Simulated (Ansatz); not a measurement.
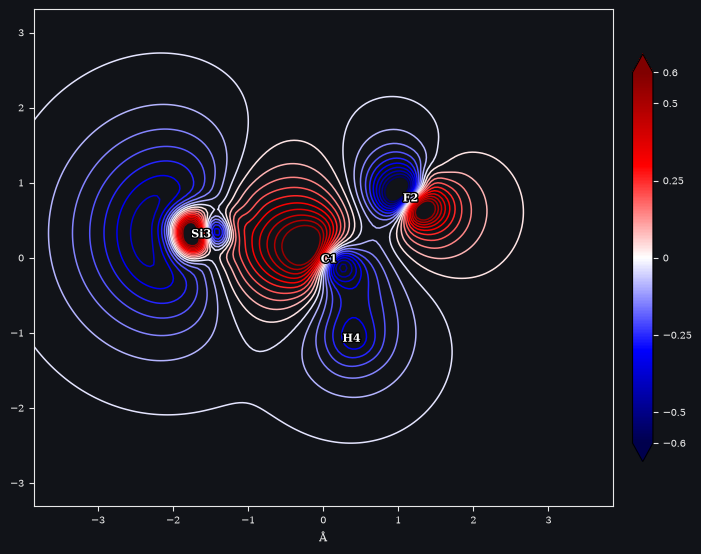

*CHFSi (SMILES FC=[Si]). The HOMO−1 on the molecular plane (values in Å⁻³ᐟ²; the overall sign is arbitrary).*

Geometry: B3LYP-D4/def2-TZVP.

These are results of isolated molecule in a Gaussian basis; Kohn-Sham density functional theory, functional PBE0 (Ansatz), not measurements.

The calculation's input:

```
crystal:
  periodic: [false, false, false]
  atoms:
    - {symbol: C, position_ang: [0.391188, -0.259949, 0.199009]}
    - {symbol: F, position_ang: [0.170773, 0.040029, 1.501393]}
    - {symbol: Si, position_ang: [1.075149, 0.664002, -1.106149]}
    - {symbol: H, position_ang: [0.065281, -1.280341, -0.034893]}
basis:
  gaussian:
    orbitals: def2-TZVPD
output:
  forces: true
  orbitals: {seedname: orbitals}
hamiltonian:
  xc: pbe0
```

Command:

```sh
ansatz run input.yaml --threads 1 --pin off --max-ram 2610MiB --events-out events.jsonl --progress --plain --runs-dir runs
```

Where does this orbital lie, and at what energy?

Its weight (Hirshfeld) is mainly on Si3 (about 65 %), C1 (about 20 %) and F2 (about 10 %); it is symmetric in the molecular plane (an in-plane orbital: σ, lone-pair or in-plane π type). Its energy is −8.04 eV.
